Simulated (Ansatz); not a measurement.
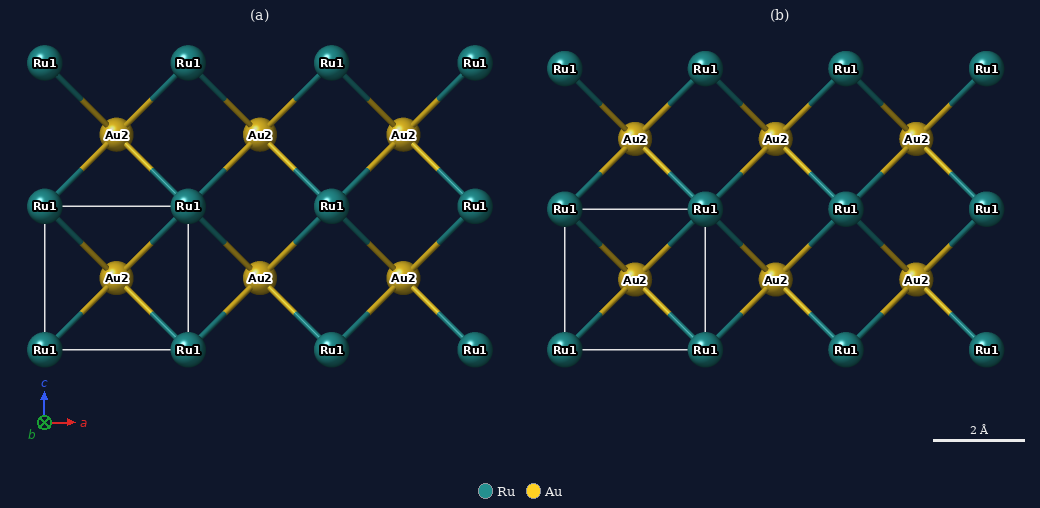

The structure of solid RuAu (a generated structure, set up in Pm-3m) before (left) and after (right) a relaxation, at one scale.

A ball-and-stick model of the cell of the calculation, repeated 3 × 1 × 2 with one cell outlined, seen along the b axis.

The run lets cell and atoms move.

All numbers below come from Kohn-Sham DFT of a periodic cell, PBEsol0, Ansatz PAW (Ansatz 0.2.0).

The input:
```yaml
crystal:
  lattice:
    - [3.16481, 0.0, 0.0]
    - [0.0, 3.16481, 0.0]
    - [0.0, 0.0, 3.16481]
  atoms:
    - { symbol: Ru, position: [0.0, 0.0, 0.0] }
    - { symbol: Au, position: [0.5, 0.5, 0.5] }
hamiltonian:
  xc: { exchange: pbesol, correlation: pbesol, exx: { coeff: 0.25 } }
  pseudopotentials: { kind: paw }
kpoints:
  mp_grid: { grid: [4, 4, 4] }
scf:
  occupations: { method: fermi_dirac, width: 0.05 }
output:
  forces: true
  stress: true
  eigenvalues: true
relax:
  f_tol: 0.01
  max_steps: 40
  cell: { stress_tol: 0.05 }
```

### Summarise the run.

The atoms keep their places relative to the cell (all moves are under 0.005 Å). The volume changes by −5.8 %, with a = b = c 3.165 → 3.102 Å (−2.0 %). Near-neighbour distances that change, for instance: Ru1–Au2 2.741 → 2.687 Å. The space group stays Pm-3m (No. 221). Over 3 accepted moves (5 points after the start) the energy falls by 41.0 meV per atom. All forces vanish by symmetry, so only the cell relaxes. Pressure: −13.39 GPa at the start and 0.02 GPa at the end. The line search rejected the trial step at point 1 of the run. The SCF was repeated once at an unchanged geometry on a basis and grid sized afresh for the cell, which shifted the energy by 0.6 meV per atom at most. At step 1 the optimiser overshot: the energy rose above the start, and later steps came back. The run took 38 s on 1 × NVIDIA H100 80GB HBM3 with 2 threads of AMD EPYC 7R13 Processor (Zen 3) (shared host), peak memory 1.6 GiB.

Limits of the set-up: the k-point mesh is coarse for a cell with partly filled bands.
